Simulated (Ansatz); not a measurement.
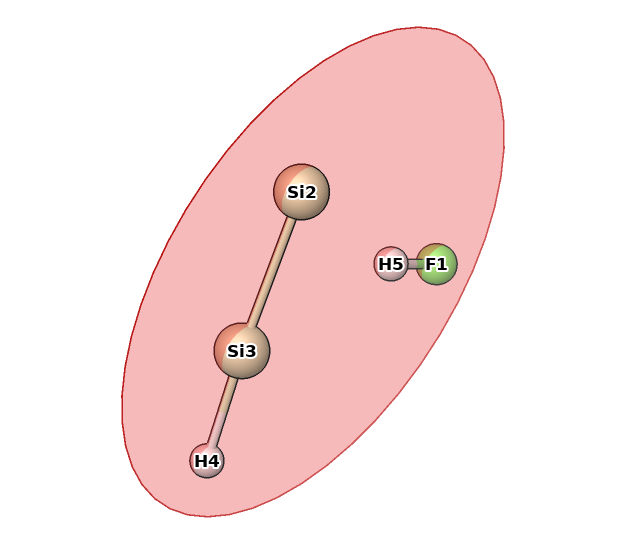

A disc through the centre of mass is drawn in. Depth is shown by fading: the farther an atom, the more it takes the colour of the background. Charge 0, doublet. Computed geometry: PBE0-D4/def2-TZVP optimisation. No frequency run is at hand to confirm it as a minimum.

### Is the plane of the disc a mirror plane of the structure?

Yes. The reflection leaves F1, Si2, Si3, H4, H5 in place. The point group is Cs.
